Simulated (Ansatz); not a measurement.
# Cl2Ga2H4O2: what the fields show

The calculation's input:

```
crystal:
  periodic: [false, false, false]
  atoms:
    - {symbol: Cl, position_ang: [-1.108256, 0.784757, -2.203912]}
    - {symbol: Cl, position_ang: [-0.583932, 3.131465, 1.617654]}
    - {symbol: Ga, position_ang: [-1.341817, -0.480316, -0.466564]}
    - {symbol: Ga, position_ang: [-1.000005, 1.049519, 2.024739]}
    - {symbol: O, position_ang: [0.075091, 0.008940, 0.777409]}
    - {symbol: O, position_ang: [-2.425687, 0.515142, 0.809678]}
    - {symbol: H, position_ang: [-1.649142, -1.994217, -0.535882]}
    - {symbol: H, position_ang: [0.833506, 0.466550, 0.392348]}
    - {symbol: H, position_ang: [-1.102670, 0.451611, 3.447101]}
    - {symbol: H, position_ang: [-2.955678, 1.233619, 0.441198]}
basis:
  gaussian: {orbitals: def2-SVPD}
output: {forces: true, orbitals: {seedname: orbitals}}
hamiltonian: {xc: {name: PBE0}}
```

Launched as:

```sh
ansatz run input.yaml --threads 2 --pin off --max-ram 6090MiB --events-out events.jsonl --progress --plain --runs-dir runs
```

Geometry: PBE0-D4/def2-SVP.

Level of theory: Ansatz, isolated molecule in a Gaussian basis; Kohn-Sham density functional theory, functional PBE0.

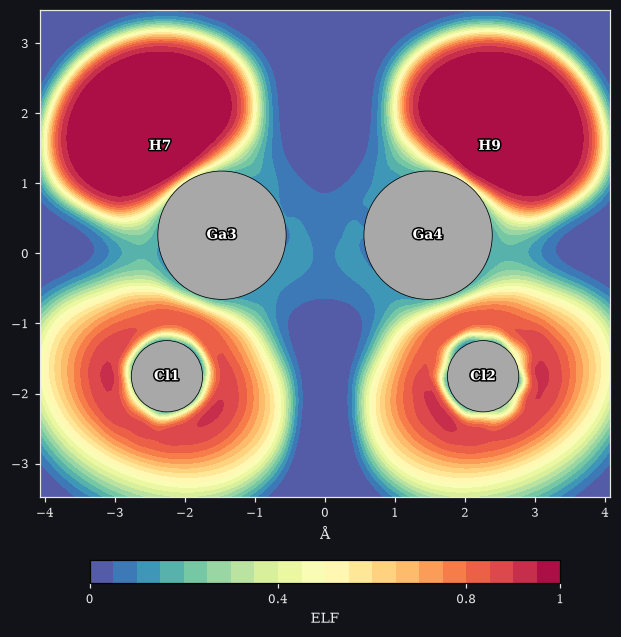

Figure 1. Electron localisation function on the plane of atoms Cl2, Ga4 and H9. Grey discs cover the atomic cores.

Read the bonding off the picture.

The plane passes through Cl, Ga and H nuclei.
Ga–Cl (2.16 Å): the ELF peaks at about 0.85 in the valence shell of Cl, 0.9 Å from its nucleus, and is about 0.55 at the midpoint.
Ga–H (1.55 Å): the ELF climbs to about 1 towards the hydrogen.
The ELF also peaks beside Cl1 and Cl2, away from the bonds: lone-pair regions.

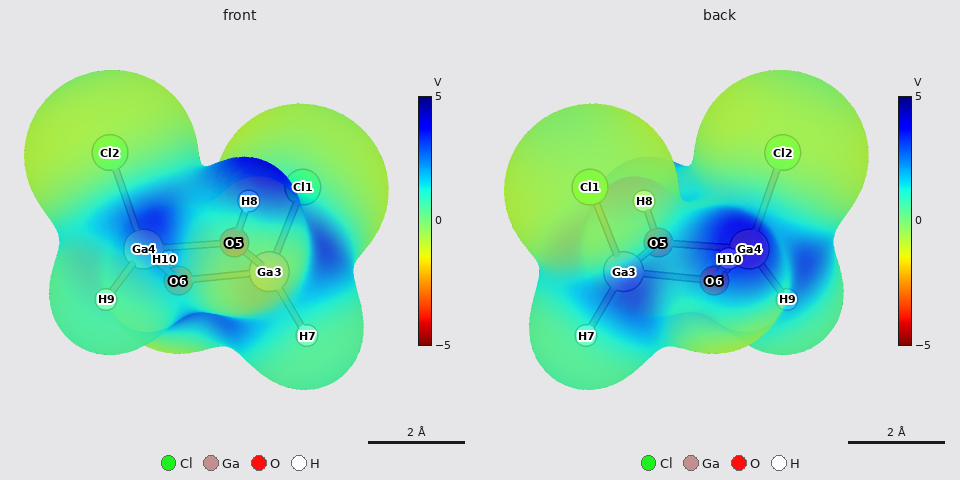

Figure 2. The electrostatic potential painted on the density surface at 0.004 e/bohr³, seen from the front and from behind; the colour scale runs from red (negative) to blue (positive).

Which sites attract a positive test charge, and which a negative one?

A positive charge is drawn to the negative regions and a negative charge to the positive ones. The most negative region (about −0.7 V, or −16 kcal/mol for a unit charge) lies over Cl1 and Cl2, the most positive (about +4.0 V, or +92 kcal/mol for a unit charge) over H8 and H10.

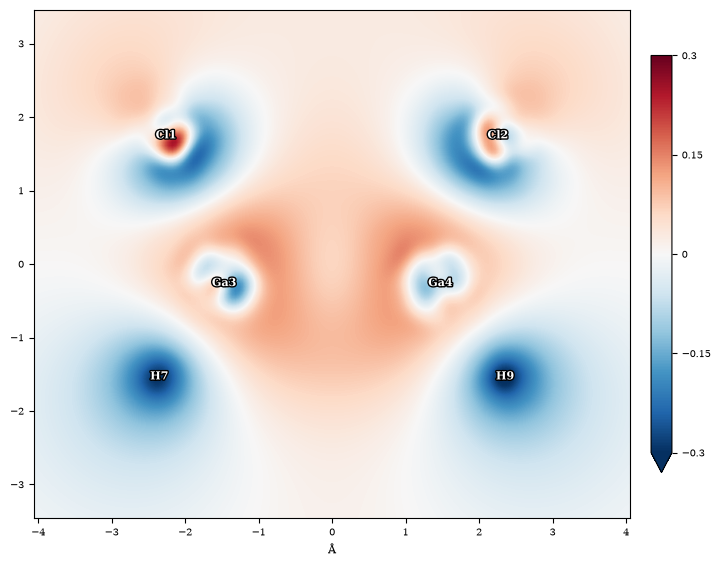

Figure 3. One frontier orbital on the plane of atoms Cl1, Ga3 and H7 (values in Å⁻³ᐟ²; the overall sign is arbitrary).

Which orbital is it: HOMO or LUMO?

The LUMO, at −0.69 eV. It lies mainly on Ga4 (about 20 %), Ga3 (about 20 %), H8 (about 10 %), H10 (about 10 %), Cl1 (about 10 %) and Cl2 (about 10 %).
